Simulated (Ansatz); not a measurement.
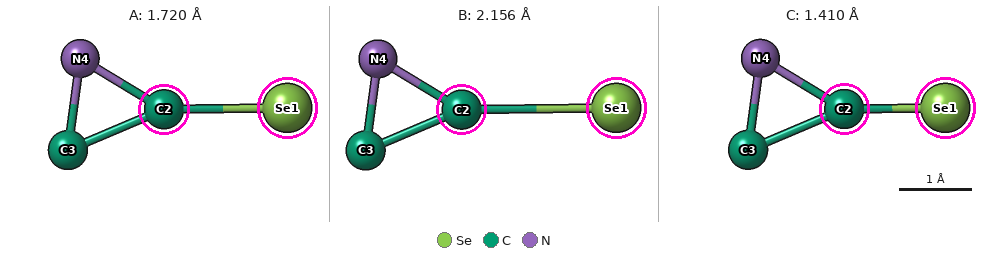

C$_{2}$NSe (multiplicity 2): the Se1–C2 distance is varied, with the rest of the molecule carried along rigidly. The picture is a ball-and-stick view, seen face on. The ringed atoms are those of the scanned coordinate.

Single-point energies from Ansatz with CCSD(T) in the def2-TZVPP basis, on geometries moved rigidly from the minimum at PBE0-D4/def2-TZVP. Coupled cluster with a frozen core. Energies are counted from the PBE0-D4/def2-TZVP minimum geometry at the same level.

> Order these geometries by energy, lowest first.

Lowest first: A (the distance 1.720 Å, 0 kJ/mol), B (the distance 2.156 Å, 146 kJ/mol), C (the distance 1.410 Å, 305 kJ/mol). Over the whole scan: the lowest computed point lies at the distance 1.720 Å (0 kJ/mol). The end points stand at 305 kJ/mol (1.410 Å) and 285 kJ/mol (2.494 Å). The curvature at the lowest point is about 37 eV/Å² (5.9 mdyn/Å). The well is steeper on the short side, as for any bond. ⟨S²⟩ varies from 0.77 to 1.35, most between 2.321 Å and 2.494 Å, a sign that the unrestricted solution changes its character.
